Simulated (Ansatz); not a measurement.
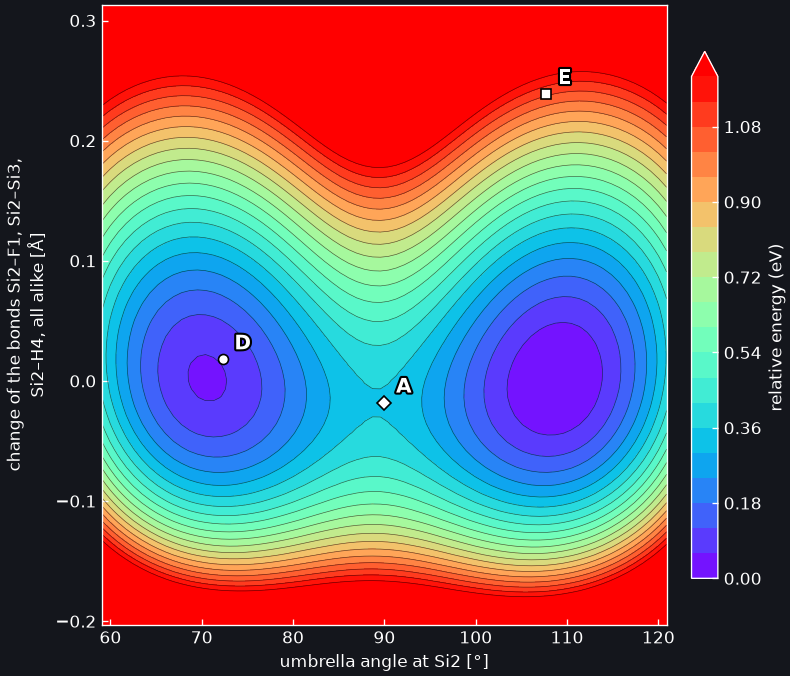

FH4Si2, SMILES F[SiH][SiH3], spin multiplicity 2. The first coordinate is: umbrella angle at Si2 (between each of its bonds and their common axis; 90 is planar); the second: change of the bonds Si2–F1, Si2–Si3, Si2–H4, all alike. Nothing is relaxed (all other coordinates rigid). The scan uses a 15 × 15 grid. Points are written as (first, second). Energies: eV, counted from the relaxed molecule at the same level. Method: UKS PBE-D4/def2-SVP in Ansatz.

In the figure: filled contours, one colour for all values above the top of the scale, lettered points. Between grid points the surface is interpolated.

> Is A the lowest point of the computed grid?

No. A lies 0.34 eV above the lowest grid point, which is at (107.7°, −0.018 Å).

> What kind of point is each of A, D, E: minimum, saddle, maximum or slope?

A: saddle point; D: minimum; E: on a slope. (In these two coordinates alone; a stationary point may lie a little off the grid point.)

> Rank the lettered points by energy, lowest first.

D (0.06 eV), A (0.35 eV), E (1.09 eV).
